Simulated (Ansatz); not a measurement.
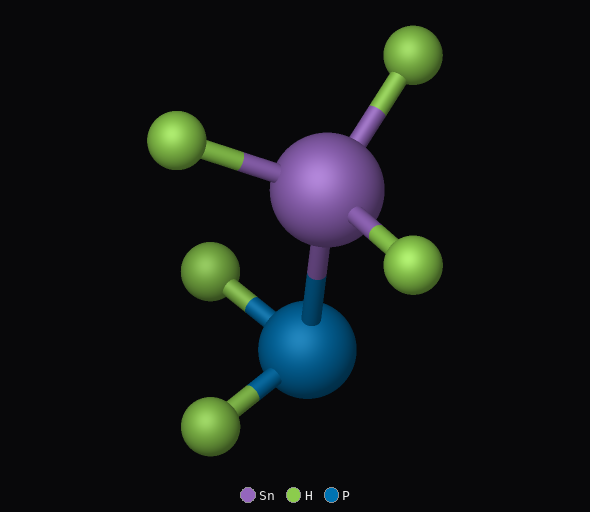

Computed geometry: PBE0-D4/def2-TZVP optimisation.

What does the picture show?

It has 7 atoms: 5 hydrogen, 1 phosphorus and 1 tin (H5PSn). The point group is Cs. Coordination: 1 Sn tetrahedral; 1 P trigonal pyramidal.

More results for the same structure follow; atom numbers are the same in all pictures, views and colours differ.

**Geometry**

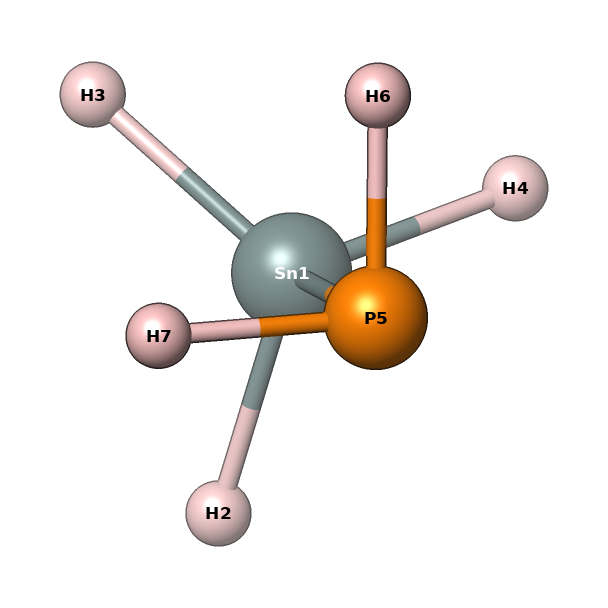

Sn1 lies behind P5. The molecule seen a little off the P5–Sn1 bond, P5 in front. Depth is shown by fading: the farther an atom, the more it takes the colour of the background.

What is the torsion angle H6–P5–Sn1–H2? The sign is positive where the front bond must turn clockwise to cover the back bond.

Answer. −167°, antiperiplanar (anti).

**Vibrations**

Harmonic vibrations computed with RKS PBE0-D4/def2-TZVP, core potentials on Sn (Ansatz 0.2.0) at a stationary point of the same level.

List the wavenumbers.

Answer. 15 modes: 111, 319, 377, 391, 654, 684, 696, 726, 733, 1095, 1935, 1945, 1948, 2402, 2412 cm⁻¹.

**Dipole moment**

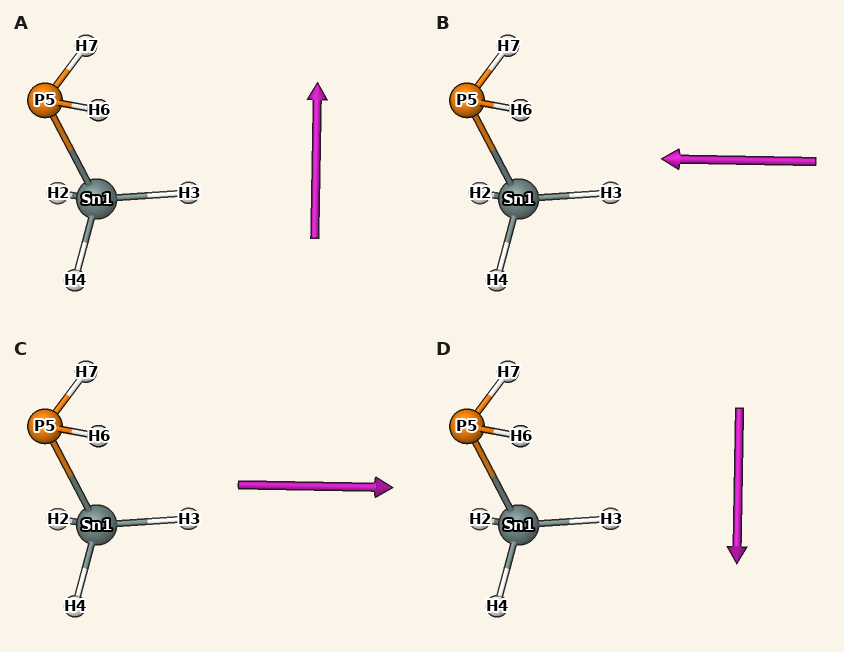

The same molecule four times, each with an arrow. Level of theory: RKS PBE0-D4/def2-TZVP, core potentials on Sn (Ansatz 0.2.0).

Which arrow points along the dipole moment, from the negative to the positive end?

Answer. C. The dipole moment is 0.67 D; it points from the side of P5 to the side of H3 (the outermost atoms at the two ends).

**Thermal motion**

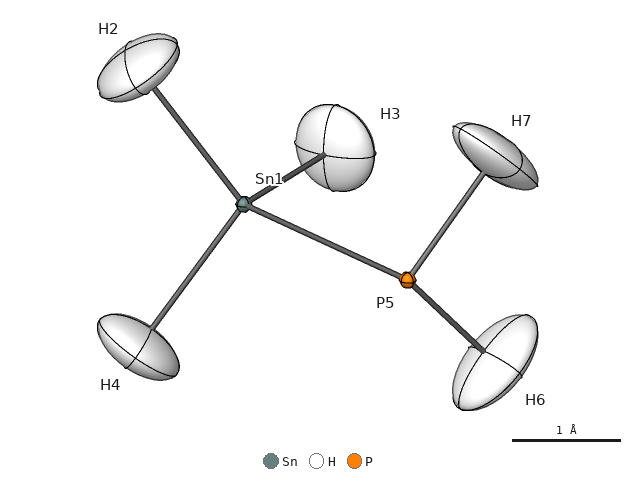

Displacement ellipsoids at the 50 % level, enlarged 1.5 times, from the internal vibrations of the free molecule (harmonic, no overall translation or rotation; no half-axis is drawn under 0.075 Å). Vibrations computed with RKS PBE0-D4/def2-TZVP, core potentials on Sn (Ansatz 0.2.0). Temperature: 0 K (zero-point motion alone).

Which atom moves most?

Answer. H6, H7, with U_eq = 0.0298 Å².

Does H6 move more along its bond or across it?

Answer. Across it: the root-mean-square amplitude is 0.083 Å along the bond and up to 0.236 Å across, since bending and torsion are softer than stretching.

Give the displacement parameters, one line for each set of equivalent atoms.

| atom | U_eq (Å²) | rms amplitudes (Å) |
| --- | --- | --- |
| Sn1 | 0.00004 | 0.003, 0.003, 0.010 |
| H2, H4 | 0.0254 | 0.092, 0.179, 0.189 |
| H3 | 0.0248 | 0.093, 0.180, 0.182 |
| P5 | 0.00050 | 0.008, 0.011, 0.036 |
| H6, H7 | 0.0298 | 0.082, 0.164, 0.236 |
